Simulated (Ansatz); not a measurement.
**CCSD/STO-3G run of [GeH3]− (SMILES [H][Ge-]([H])[H])**

Aim: the vertical ionisation energy of [GeH3]− at CCSD/STO-3G, from 2 runs. 

The results are computed with Ansatz 0.2.0.

5 further runs of the same task are left out: 4 that didn't finish, 1 set aside as unsound or not needed.

## (1) The structure to begin with

[GeH3]− has 4 atoms, charge -1, and is taken as a singlet. SMILES: `[H][Ge-]([H])[H]`. The shape comes from GFN2-xTB, which is rough for such elements, and wasn't checked as a minimum.

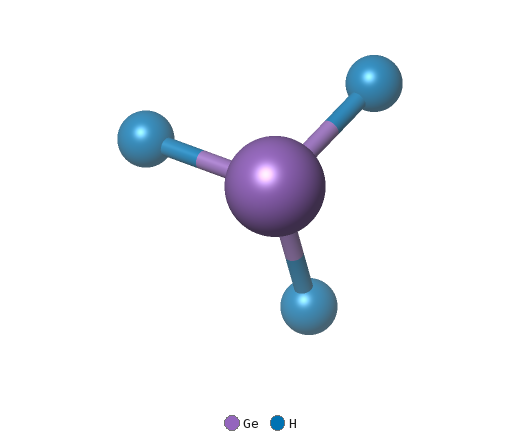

The structure, seen from a chosen angle (germanium purple, hydrogen blue).

## (2) The energy at CCSD/STO-3G

Contents of job.yaml:

```yaml
basis:
  gaussian: {orbitals: STO-3G}
crystal:
  periodic: [false, false, false]
  atoms:
    - {symbol: Ge, position_ang: [-0.007520, 0.005800, 0.768010]}
    - {symbol: H, position_ang: [1.421950, -0.031460, -0.244430]}
    - {symbol: H, position_ang: [-0.677460, 1.249470, -0.271720]}
    - {symbol: H, position_ang: [-0.736970, -1.223820, -0.251850]}
total_charge: -1
correlation: {method: ccsd, frozen_orbitals: {Ge: 9, H: 0}}
scf: {omitted_lower_state_checks: [cluster_reference, increment]}
accuracy: high
```

Launch:

```sh
$ ansatz run job.yaml --threads 1 --pin off --max-ram 2610MiB --events-out events.jsonl --progress --plain --runs-dir runs
```

Log:

```text
Warning: RAYON_NUM_THREADS=1 ignored (pool sized by the plan → 1); use --threads N
Functional definition: HF
  name "HF"
  exchange = exact_x
  correlation = 0
these checks for a lower state are left out or cut short: cluster_reference, increment
256 factors; integrals over basis functions are off by at most 1.4e-8 eV
mean field evaluation 1: about -55871.1892 eV, gradient 5.3e0 eV
mean field evaluation 2: about -55871.2005 eV, gradient 5.2e0 eV
mean field evaluation 4: about -55871.4036 eV, gradient 4.2e-1 eV
mean field evaluation 8: about -55871.4049 eV, gradient 3.1e-7 eV
mean field -55871.40493718 eV, -2053.2362604431 hartree, gradient 3.8e-8 eV, S^2 0.000000; 0 other end points of the search recorded, 0 dependent functions left out
9 core orbitals not correlated: weight in the atoms' cores, before any rotation towards them, 1.000 or more for the frozen orbitals, at most 0.000 for the correlated occupied ones
reference -55871.40493718 eV, -2053.2362604431 hartree; 9, 9 occupied and 3, 3 virtual orbitals, 256 factors
second order -1.23181388 eV of doubles, -0.00000000 eV of singles
cycle   1  -1.63194244 eV  change   -4.0e-1 eV  update   6.3e-2
cycle   2  -1.88096541 eV  change   -2.5e-1 eV  update   2.7e-2
cycle   3  -1.88660709 eV  change   -5.6e-3 eV  update   4.9e-3
cycle   4  -1.88860682 eV  change   -2.0e-3 eV  update   1.8e-3
cycle   5  -1.88919837 eV  change   -5.9e-4 eV  update   4.6e-4
cycle   6  -1.88897600 eV  change    2.2e-4 eV  update   6.7e-5
cycle   7  -1.88900439 eV  change   -2.8e-5 eV  update   1.9e-5
cycle   8  -1.88901159 eV  change   -7.2e-6 eV  update   8.7e-6
cycle   9  -1.88900524 eV  change    6.3e-6 eV  update   2.3e-6
cycle  10  -1.88900556 eV  change   -3.1e-7 eV  update   5.2e-7
cycle  11  -1.88900550 eV  change    5.9e-8 eV  update   1.1e-7
cycle  12  -1.88900557 eV  change   -6.8e-8 eV  update   4.0e-8
cycle  13  -1.88900557 eV  change   -7.3e-9 eV  update   1.7e-8
cycle  14  -1.88900549 eV  change    8.3e-8 eV  update   5.4e-8
cycle  15  -1.88900546 eV  change    2.5e-8 eV  update   1.9e-8
cycle  16  -1.88900546 eV  change   8.3e-10 eV  update   5.1e-9
cycle  17  -1.88900546 eV  change  -7.2e-10 eV  update   1.5e-9
Total energy: -55873.29394265 eV, -2053.3056801135 hartree
Checks for a lower state left out: cluster_reference, increment
```

Wall time 0.16 s (1 thread of Arm Neoverse V1, shared host).

## (3) Doublet neutral GeH3 at the same level

Contents of input.yaml:

```yaml
crystal:
  periodic: [false, false, false]
  atoms:
    - symbol: Ge
      position_ang: [-0.007520, 0.005800, 0.768010]
    - symbol: H
      position_ang: [1.421950, -0.031460, -0.244430]
    - symbol: H
      position_ang: [-0.677460, 1.249470, -0.271720]
    - symbol: H
      position_ang: [-0.736970, -1.223820, -0.251850]
basis:
  gaussian:
    orbitals: STO-3G
total_charge: 0
magnetization:
  spin_polarized: true
  initial_magnetization: 1
correlation:
  method: ccsd
  frozen_orbitals: {Ge: 9, H: 0}
accuracy: high
scf:
  omitted_lower_state_checks: [cluster_reference, increment]
```

Launch:

```sh
$ ansatz run input.yaml --threads 1 --pin off --max-ram 2610MiB --events-out events.jsonl --progress --plain --runs-dir runs
```

Log:

```text
Warning: RAYON_NUM_THREADS=1 ignored (pool sized by the plan → 1); use --threads N
[... 4 set-up lines as earlier in the session ...]
these checks for a lower state are left out or cut short: cluster_reference, increment
256 factors; integrals over basis functions are off by at most 1.4e-8 eV
mean field evaluation 1: about -55873.3395 eV, gradient 6.2e0 eV
mean field evaluation 2: about -55873.3444 eV, gradient 6.2e0 eV
mean field evaluation 4: about -55873.9051 eV, gradient 6.6e-1 eV
mean field evaluation 8: about -55873.9186 eV, gradient 1.0e-2 eV
mean field -55873.91856985 eV, -2053.3286347396 hartree, gradient 9.9e-8 eV, S^2 0.750903; 0 other end points of the search recorded, 0 dependent functions left out
9 core orbitals not correlated: weight in the atoms' cores, before any rotation towards them, 1.000 or more for the frozen orbitals, at most 0.000 for the correlated occupied ones
reference -55873.91856985 eV, -2053.3286347396 hartree; 9, 8 occupied and 3, 4 virtual orbitals, 256 factors
second order -1.27855394 eV of doubles, -0.00000000 eV of singles
cycle   1  -1.75512181 eV  change   -4.8e-1 eV  update   7.1e-2
cycle   2  -2.08070579 eV  change   -3.3e-1 eV  update   3.1e-2
cycle   3  -2.08170166 eV  change   -1.0e-3 eV  update   4.6e-3
cycle   4  -2.08430016 eV  change   -2.6e-3 eV  update   2.2e-3
cycle   5  -2.08603768 eV  change   -1.7e-3 eV  update   1.1e-3
cycle   6  -2.08554842 eV  change    4.9e-4 eV  update   4.8e-4
cycle   7  -2.08589627 eV  change   -3.5e-4 eV  update   1.5e-4
cycle   8  -2.08594866 eV  change   -5.2e-5 eV  update   5.7e-5
cycle   9  -2.08587363 eV  change    7.5e-5 eV  update   2.4e-5
cycle  10  -2.08589875 eV  change   -2.5e-5 eV  update   7.1e-6
cycle  11  -2.08589970 eV  change   -9.5e-7 eV  update   2.2e-6
cycle  12  -2.08589913 eV  change    5.7e-7 eV  update   1.1e-6
cycle  13  -2.08589872 eV  change    4.1e-7 eV  update   6.3e-7
cycle  14  -2.08589903 eV  change   -3.1e-7 eV  update   3.5e-7
cycle  15  -2.08589911 eV  change   -7.4e-8 eV  update   1.3e-7
cycle  16  -2.08589908 eV  change    2.1e-8 eV  update   5.0e-8
cycle  17  -2.08589906 eV  change    2.8e-8 eV  update   2.7e-8
cycle  18  -2.08589906 eV  change   -9.2e-9 eV  update   1.9e-8
cycle  19  -2.08589896 eV  change    1.1e-7 eV  update   5.5e-8
cycle  20  -2.08589892 eV  change    4.4e-8 eV  update   2.3e-8
cycle  21  -2.08589890 eV  change    1.9e-8 eV  update   9.2e-9
cycle  22  -2.08589890 eV  change   -4.2e-9 eV  update   3.1e-9
cycle  23  -2.08589890 eV  change   -2.3e-9 eV  update   1.2e-9
cycle  24  -2.08589890 eV  change  -3.6e-10 eV  update  4.9e-10
Total energy: -55876.00446875 eV, -2053.4052901105 hartree
Checks for a lower state left out: cluster_reference, increment
```

Run time: 0.24 s. Hardware: 1 thread of Arm Neoverse V1, shared host.

## (4) Results

At CCSD/STO-3G, 9 core orbitals frozen:

```
                                                         quantity           value
                                    singlet [GeH3]−: total energy  -2053.30568 Eh
     singlet [GeH3]−: correlation energy (9 core orbitals frozen)       -69.4 mEh
                                   singlet [GeH3]−: T1 diagnostic           0.008
                               doublet neutral GeH3: total energy  -2053.40529 Eh
doublet neutral GeH3: correlation energy (9 core orbitals frozen)       -76.7 mEh
          doublet neutral GeH3: ⟨S²⟩ of the reference determinant           0.751
                              doublet neutral GeH3: T1 diagnostic           0.005
              vertical detachment energy (to the doublet neutral)       -2.711 eV
```

In words: The species is unbound against losing an electron at this level, by 2.71 eV (−63 kcal/mol); missing correlation or diffuse functions can give that sign where the real anion is bound. In a minimal basis such a difference can be off by several eV, whatever the method.
